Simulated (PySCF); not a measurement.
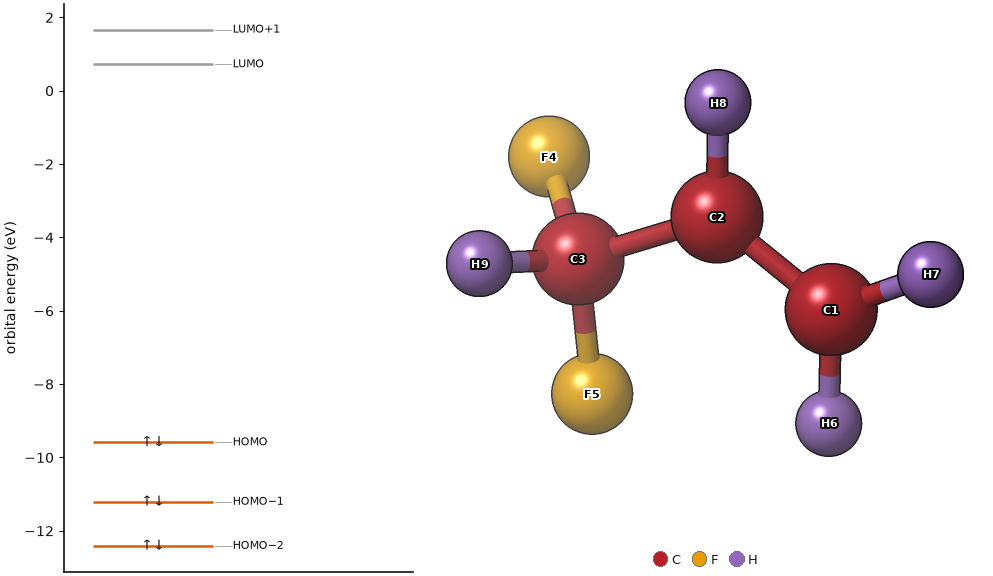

C₃H₄F₂, SMILES C=CC(F)F. Kohn-Sham orbital energies near the frontier, CAM-B3LYP/def2-SVPD (IEF-PCM dichloromethane) with PySCF 2.14.0, at a PBE0-D3(BJ)/def2-SVP geometry (no frequency check); empty levels in grey, levels within 0.03 eV side by side.

Where do the frontier orbitals lie?

HOMO at −9.59 eV, LUMO at 0.72 eV, 10.31 eV apart.

How far below the HOMO does the next level lie?

1.62 eV.

List the levels with the atoms that carry most of them (a dash for levels above zero or within 0.03 eV of another, where shares mean little).

```tsv
orbital	energy (eV)	Löwdin shares
LUMO+1	1.66	–
LUMO	0.72	–
HOMO	−9.59	C2 40 %, C1 39 %, C3 6 %
HOMO−1	−11.21	F4 19 %, C3 19 %, C2 17 %
HOMO−2	−12.41	C1 25 %, C2 17 %, H6 12 %
```

Caveats: one conformer of a flexible molecule; empty levels above zero depend strongly on the basis.
